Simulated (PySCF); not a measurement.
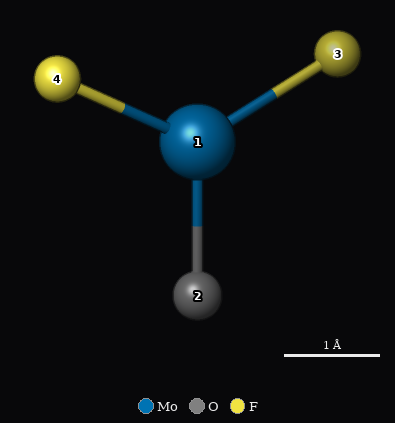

Figure 1. The structure (ball-and-stick view, seen at a tilt; atoms are numbered from 1 in the order of the input). Sticks mark near contacts. Bond lengths as drawn: F–Mo 1.83 Å and Mo–O 1.65 Å.

**MoOF₂: frequency calculation**

MoOF₂, computed with RKS-based PBE0, Mo def2-TZVP with ECP28, O def2-TZVP, F def2-TZVP; non-relativistic Hamiltonian with a scalar-relativistic core potential; density fitting (PySCF 2.14.0).

**What the program printed**
```
init E= -343.054001206697
  HOMO = -0.253633049874914  LUMO = -0.142658668728522  gap/eV = 3.01977
cycle= 1 E= -343.054001206693  delta_E= 3.81e-12  |g|= 5.07e-06  |ddm|= 4.1e-06
  HOMO = -0.253633716629754  LUMO = -0.142659224241324  gap/eV = 3.01977
Extra cycle  E= -343.054001206677  delta_E= 1.62e-11  |g|= 1.14e-05  |ddm|= 8.26e-06
converged SCF energy = -343.054001206677
```

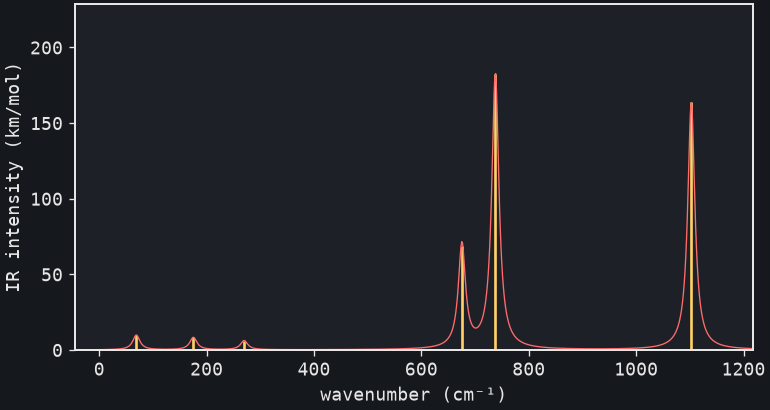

Figure 2. Harmonic infrared spectrum, unscaled: sticks (degenerate modes added up, dark ones marked on the axis) with a Lorentzian envelope of 16 cm⁻¹ full width, scaled to the tallest stick. 6 modes from 69 to 1103 cm⁻¹, none imaginary. The strongest line is at 738 cm⁻¹ (183 km/mol). All modes, in cm⁻¹ (km/mol): 69 (9.8), 175 (8.2), 270 (6.1), 675 (69), 738 (183), 1103 (164).

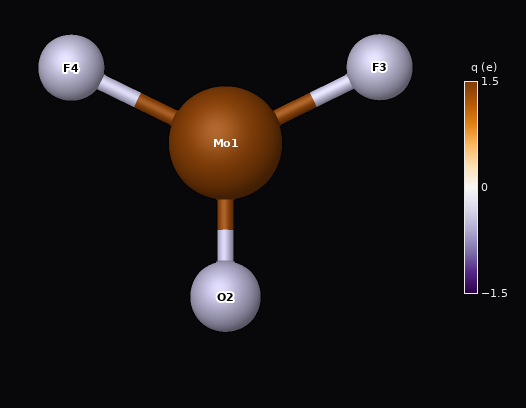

Figure 3. Mulliken charges, as the colour of each atom (ball-and-stick view, seen on its broad side; atoms are numbered from 1 in the order of the input). By element: Mo +1.43, O −0.51 and F −0.46 e.

This output came from the following input.

**Input file**
```python
from pyscf import gto, scf, dft
mol = gto.M(atom='''
Mo    -0.000000     0.000000    -0.031138
O     -0.000000     0.000000    -1.676373
F     -1.645178     0.000000     0.776868
F      1.645178     0.000000     0.776868''',
    basis={'Mo': 'def2-TZVP', 'O': 'def2-TZVP', 'F': 'def2-TZVP'},
    ecp={'Mo': 'def2-TZVP'},
    charge=0, spin=0)
mf = dft.RKS(mol, xc='PBE0')
mf.grids.atom_grid = (75, 302)
aux = {'Mo': 'def2-universal-JKFIT', 'O': 'def2-universal-JKFIT', 'F': 'def2-universal-JKFIT'}
mf = mf.density_fit(auxbasis=aux)
mf.conv_tol = 1e-09
mf.diis_space = 10
mf.max_cycle = 60
mf.verbose = 4
mf.kernel()
```

The script is an equivalent of the set-up of the self-consistent field. The run itself was carried out by a driver, which started from the orbitals of the step before it where there was one and computed the further properties.

Launched with:
```bash
OMP_NUM_THREADS=4 python axn.py task.json out
```

**Results in brief**

| quantity | value |
| --- | --- |
| outcome | converged |
| total energy | −343.054001 hartree |
| HOMO | −6.90 eV |
| LUMO | −3.88 eV |
| zero-point energy | 0.006903 hartree |
| dipole moment | 0.71 D |
| wavenumbers, lowest and highest | 69 and 1103 cm⁻¹ |
| hardware | 4 threads of Arm Neoverse V1, 24 GiB of memory available, shared host |
| wall time | 41 s (CPU time 2.2 min) |
| peak memory | 1.5 GiB |
